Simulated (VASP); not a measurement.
Band structure of Pb2SeS (space group P4/mmm). All values below come from LDA (Ceperley-Alder, Perdew-Zunger), VASP's LDA PAW potentials (set 64) (plane waves; VASP).

Unless said otherwise, spin-orbit coupling is left out, though it shifts the bands of the heavy elements here.

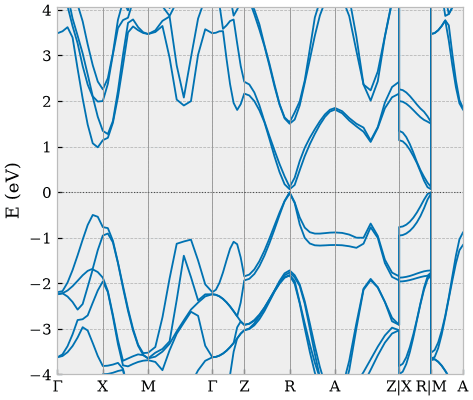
Bands along high-symmetry lines, zero at the valence-band maximum or, without a gap, the Fermi level

Problem. Read the plot: is there a gap, and where are the band edges?

Solution. The gap is direct, 0.06 eV, from the valence maximum at R to the conduction minimum at R. (Edges off the drawn lines would not show.)

The structure comes from a computed database's Pb2SeS entry (P4/mmm); how it stands against other phases isn't given here. It was relaxed first, which changed the volume by -6 %.
